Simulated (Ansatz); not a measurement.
Dissociation curves of SnH3Cl (SMILES [Cl][SnH3])

SnH3Cl: 5 atoms, total charge 0, spin state singlet. As SMILES, `[Cl][SnH3]`. The shape is that of a PBE0-D4/def2-TZVP optimisation.

```xyz
5

Cl   -1.8394    0.3324    1.0299
Sn    0.1689   -0.0445   -0.0975
H    -0.1205    0.3629   -1.7224
H     0.5227   -1.6942    0.1111
H     1.3182    0.9699    0.6374
```

The Sn2–H4 distance is scanned; the parts on either side stay rigid. Basis STO-3G, 23 core orbitals frozen in the correlated methods; program Ansatz 0.2.0. FCI is exact within this basis and core. Energies in eV from each method's value at 1.700 Å; methods without a U are spin-restricted. The shape above is that at 1.700 Å.

```csv
distance (Å),HF,PBE,r2SCAN,r2SCAN0,CCSD,FCI
1.700,0.00,0.00,0.00,0.00,0.00,0.00
2.125,1.54,1.15,1.25,1.34,1.16,1.15
2.550,3.96,2.88,3.10,3.35,2.82,2.79
3.400,7.89,5.44,5.83,6.39,4.41,4.31
4.250,9.67,6.40,6.84,7.59,4.60,4.46
```

Departure from the FCI curve at its largest: HF +5.20 eV at 4.25 Å; PBE +1.93 eV at 4.25 Å; r2SCAN +2.38 eV at 4.25 Å; r2SCAN0 +3.12 eV at 4.25 Å; CCSD +0.13 eV at 4.25 Å. Restricted functionals keep the electrons paired too, and rise too high. Restricted Hartree–Fock keeps the electrons paired, so it rises far too high as the bond breaks.

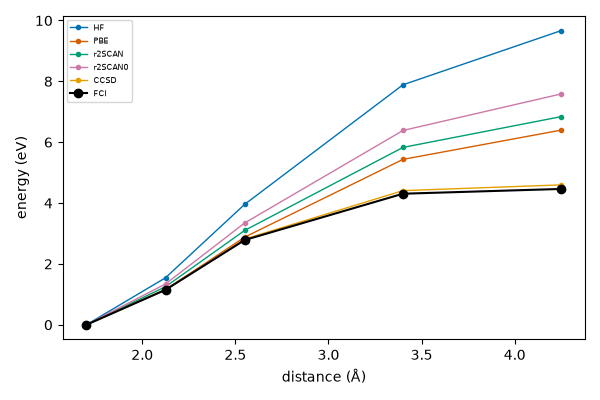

The curves of the table.
